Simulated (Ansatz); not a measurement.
The figure comes from a scan of SnCl₂ (space group Pnma): a phonon pattern at Γ is frozen into a 12-atom cell, Q being the largest atomic displacement. Level of theory: LDA (plane waves to 420 eV, PAW, scalar-relativistic; Ansatz, an electronic-structure program). k mesh 4×6×3 (Γ-centred), Fermi-Dirac smearing 0.05 eV. E stands for the smeared free energy. SnCl2 was relaxed with its symmetry unable to fall. The relaxed volume of SnCl2 is well below the measured one. The zero of ΔE is the undisplaced structure.

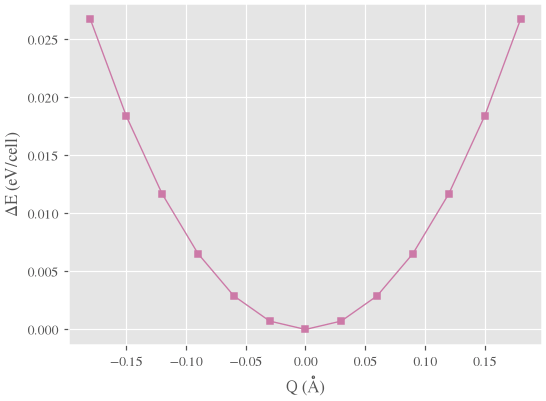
Fig. 1. ΔE (eV/cell) against Q (Å); markers are the computed points, lines only join them.

Problem. Read the plotted values off the figure, to the accuracy that the plot allows.

Solution. To the nearest 0.0005:

| Q (Å) | ΔE (eV/cell) |
|---|---|
| -0.180 | 0.0265 |
| -0.150 | 0.0185 |
| -0.120 | 0.0115 |
| -0.090 | 0.0065 |
| -0.060 | 0.0030 |
| -0.030 | 0.0005 |
| 0.000 | 0.0000 |
| 0.030 | 0.0005 |
| 0.060 | 0.0030 |
| 0.090 | 0.0065 |
| 0.120 | 0.0115 |
| 0.150 | 0.0185 |
| 0.180 | 0.0265 |

(A displaced cell: forces are minus the slopes of the energy, force constants its curvatures, and phonons follow from these.)
